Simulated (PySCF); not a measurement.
# Ge2H6, SMILES `[GeH3][GeH3]`: electronic structure

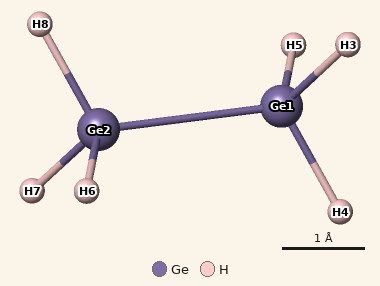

The molecule, with its atoms numbered as below. No frequency check shows the geometry to be a minimum.

Cartesian coordinates (Å):

```
Ge1     -1.1816    0.0001   -0.0001
Ge2      1.1815    0.0000    0.0000
H3      -1.7715    1.0928   -0.8373
H4      -1.7694   -1.2749   -0.5263
H5      -1.7716    0.1788    1.3649
H6       1.7715   -0.1851   -1.3640
H7       1.7714   -1.0888    0.8424
H8       1.7715    1.2738    0.5219
```

## 1. Bonding charge

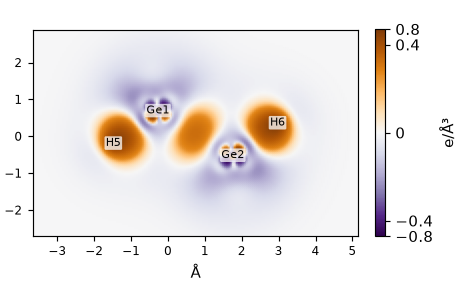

Deformation density (molecule less spherical, spin-averaged free atoms) in the plane of Ge1, Ge2, H5 and H6; colour scale in e/Å³, logarithmic beyond ±0.1; orange: gain, purple: loss.

Computed with PySCF, B3LYP/6-311G**, geometry: GFN2-xTB.

How much density has each bond in this plane gained at its critical point, relative to the free atoms?

Answer. Ge2–H6 and Ge1–H5: +0.25 e/Å³ at the bond critical point (bond length 1.50 Å, Mayer order 0.9). Ge1–Ge2: +0.19 e/Å³ at the bond critical point (bond length 2.36 Å, Mayer order 1.0). In all, 1.7 electrons gather in the regions of gain relative to the promolecule.

Where do the Hirshfeld charges lie?

Answer. The highest Hirshfeld charge is on Ge1 and Ge2 (+0.22 e), the lowest on H3, H4, H5, H6, H7 and H8 (−0.07 e).

## 2. Bond critical points

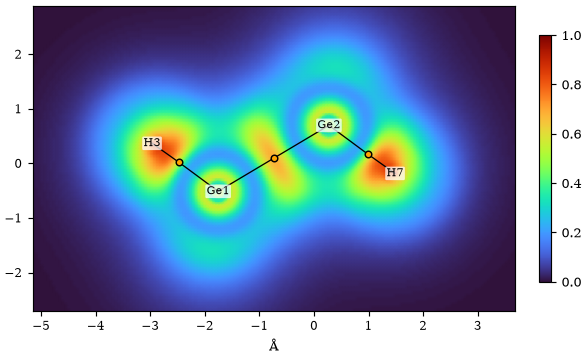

Localised orbital locator (LOL) in the plane of Ge1, Ge2, H3 and H7, with bond paths and bond critical points (dots).

Rank the bonds in the plane by LOL at their critical points.

Answer. Ge1–Ge2: about 0.68; Ge1–H3 and Ge2–H7: about 0.52. Values above 0.5 mark slow, localised electrons, as in shared pairs; low values at a critical point mark a polar or closed-shell contact whose critical point lies between the shells.

Where along Ge1–H3 does the critical point lie?

Answer. 0.89 Å from Ge1 and 0.61 Å from H3.

## 3. Electrostatic potential

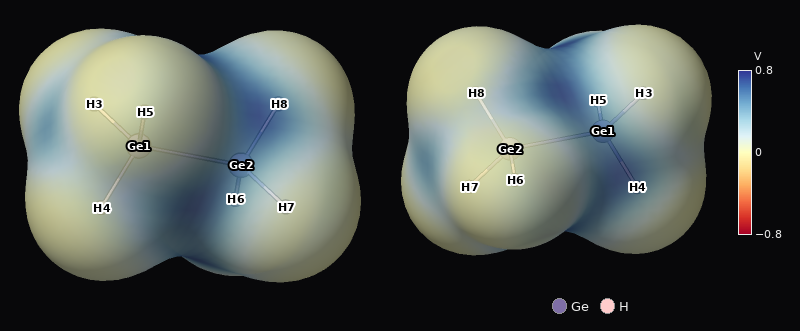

Electrostatic potential on the surface of electron density 0.001 a.u. (back view left, front view right).

Where are the extremes of the potential on the surface?

Answer. Highest: 0.73 V, about equally far (2.2 Å) from Ge1, H3 and H5, and at like points elsewhere. Lowest: −0.01 V, 1.5 Å from H8, and at like points elsewhere. The surface is sampled at points, so like sites can differ by a few per cent and only the strongest of them is named.

What volume does the surface enclose, and what is the dipole moment?

Answer. About 109 Å³; the dipole moment is 0.0 D.

## 4. Excited states

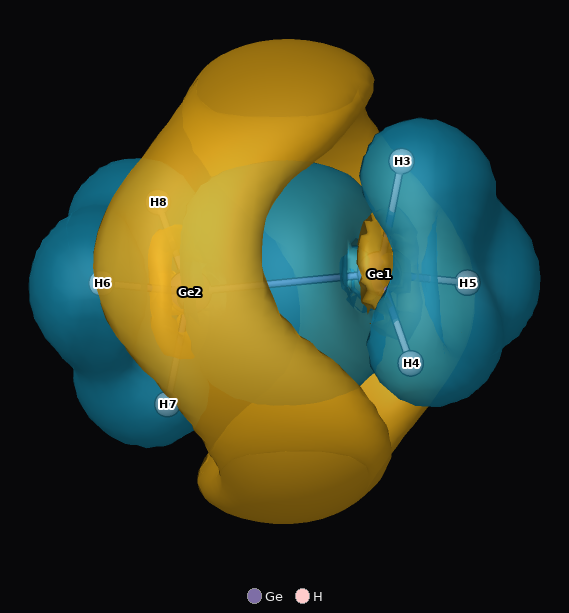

Unrelaxed difference density of S₁ less the ground state (full linear response singlet states), ±0.006 e/Å³; yellow: gain, teal: loss.

Level of theory: PBE0/def2-SVPD (PySCF), at a geometry from GFN2-xTB.

How does the charge move on excitation?

Answer. 0.78 e is displaced in all, largely into diffuse regions outside the molecule. The state: 7.72 eV (160 nm), f = 0.000 (dark), diffuse (Rydberg-like) orbital; the leading pair carries 100 %; hole on Ge1 and Ge2 (37 % each), electron on Ge1 and Ge2 (29 % each) and H3, H4, H5, H6, H7 and H8 (7 % each) (atom shares of so diffuse an orbital are rough); their centroids lie 0.0 Å apart; S₂ lies within 0.1 eV of it.

## 5. Removing or adding an electron

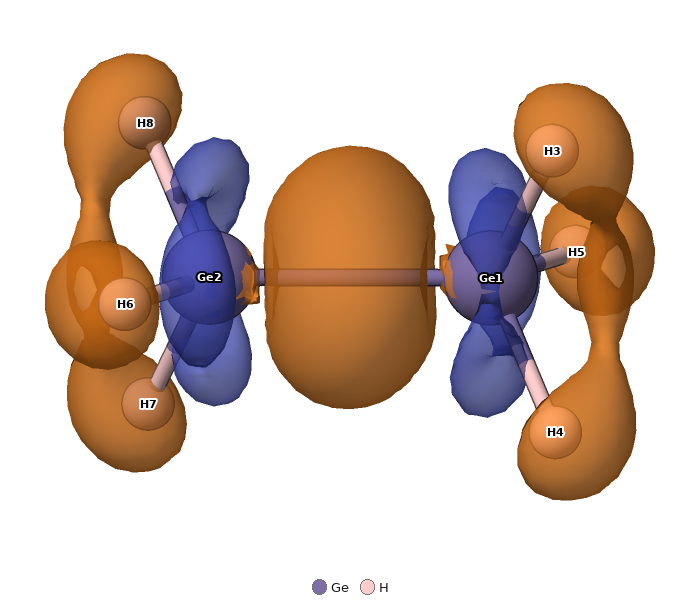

Fukui function f⁻ = ρ(N) − ρ(N−1) at fixed geometry, surfaces at ±0.03 e/Å³ (orange positive, blue negative).

Level of theory: HF/def2-SVPD (PySCF), at a geometry from GFN2-xTB.

On which atoms does the density change most on removal of an electron?

Answer. f⁻ (Hirshfeld-condensed) is largest on Ge1 and Ge2 (0.26 each); the vertical ionisation energy is 10.13 eV. Condensed values hint at sites of electrophilic attack but needn't mark the atom that reacts. Orbital relaxation makes it negative in places (0.21 e in all).

```json
{"atom": "Ge1", "f⁻": "+0.26", "charge": "+0.23"}
{"atom": "Ge2", "f⁻": "+0.26", "charge": "+0.23"}
{"atom": "H3", "f⁻": "+0.08", "charge": "−0.08"}
{"atom": "H4", "f⁻": "+0.08", "charge": "−0.08"}
{"atom": "H5", "f⁻": "+0.08", "charge": "−0.08"}
{"atom": "H6", "f⁻": "+0.08", "charge": "−0.08"}
{"atom": "H7", "f⁻": "+0.08", "charge": "−0.08"}
{"atom": "H8", "f⁻": "+0.08", "charge": "−0.08"}
```

## 6. Stretching a bond

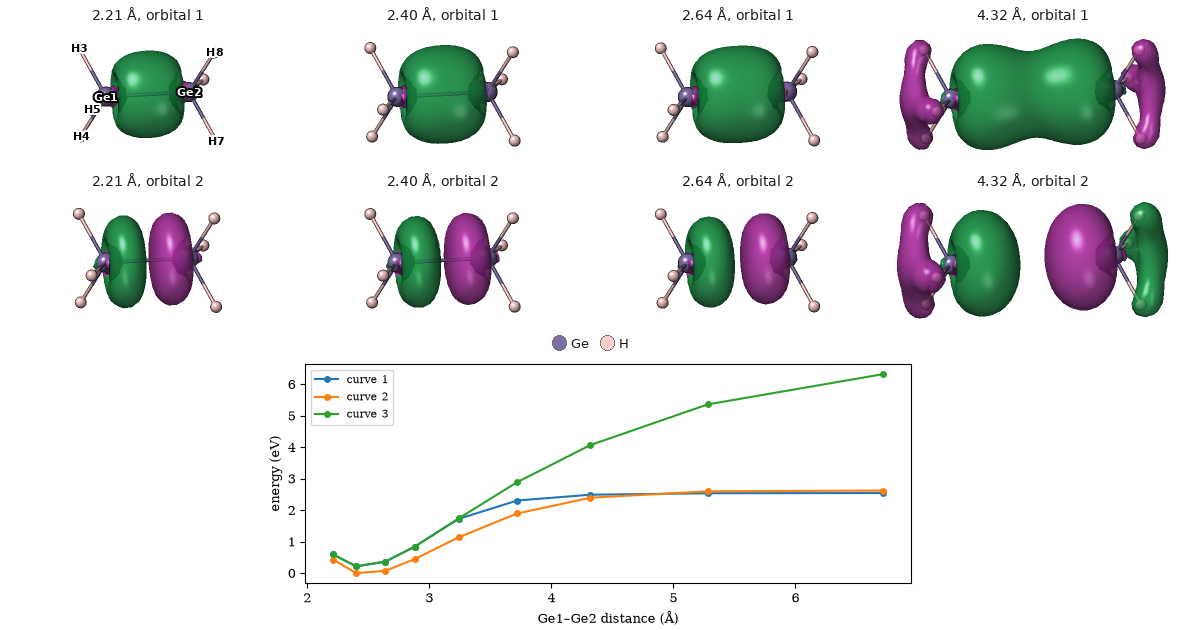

Rigid stretch of the Ge1–Ge2 bond. The two CASSCF(2,2) natural orbitals nearest half filling (orbital 1 the more occupied). Below: energies along the scan, from the lowest point of the three curves.

PySCF calculation, def2-SVP basis, gas phase; geometry: GFN2-xTB.

How do the occupations change along the stretch?

Answer. 2.21 Å: 1.99 and 0.01; 2.40 Å: 1.99 and 0.01; 2.64 Å: 1.97 and 0.03; 4.32 Å: 1.49 and 0.51. At the longest distance computed (6.72 Å) they are 1.02 and 0.98, and the effective number of unpaired electrons is 2.0.

Which curve is which method?

Answer. Curve 1 is UHF. Curve 2 is CASSCF(2,2). Curve 3 is RHF. RHF rises too steeply because it keeps both electrons in one orbital and so mixes in ionic fragments.

Where does the UHF solution part from RHF?

Answer. Between 2.88 Å (⟨S²⟩ = 0, the two coincide) and 3.24 Å (⟨S²⟩ = 0.14); at 6.72 Å ⟨S²⟩ is 1.01 and UHF lies 3.8 eV below RHF.

How much energy does the stretch cost?

Answer. By CASSCF, 2.6 eV from the lowest point of the scan (2.40 Å) to 6.72 Å; RHF gives 6.1 eV from its own lowest point. The fragments aren't relaxed and dynamic correlation is missing, so this isn't a bond dissociation energy.

The PySCF runs shown took 5.5 s, 110 s, 17 s and 2.3 min on 1 thread of AMD EPYC 9R45 96-Core Processor (Zen 5), with other jobs on the host.
